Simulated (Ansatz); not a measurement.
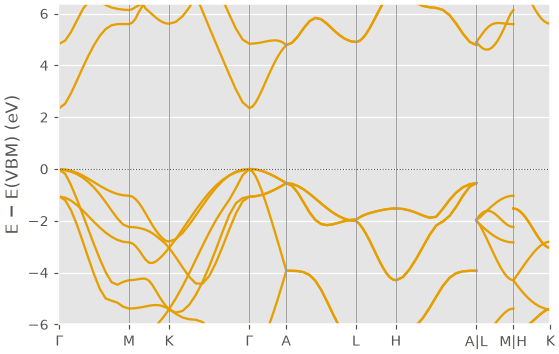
*Band structure from r²SCAN in the plane-wave PAW code Ansatz*

Task: Read off the gap and where the band edges lie.

Result: About 2.4 eV (2.35 eV by a search for the band edges); maximum at Γ, minimum at Γ.

Task: Which of these materials gives this?
(A) ZnO, wurtzite
(B) GaN, wurtzite
(C) Si, P6_3/mmc (Si on 4f)
(D) CdTe, wurtzite

Result: B, GaN, wurtzite

Space group P6_3mc (wurtzite). The r²SCAN relaxation kept the symmetry of its start; phonons on a q-mesh show no instability. Spin–orbit coupling is left out wherever it is not named.

Potentials: the earlier of the program's two PAW sets.
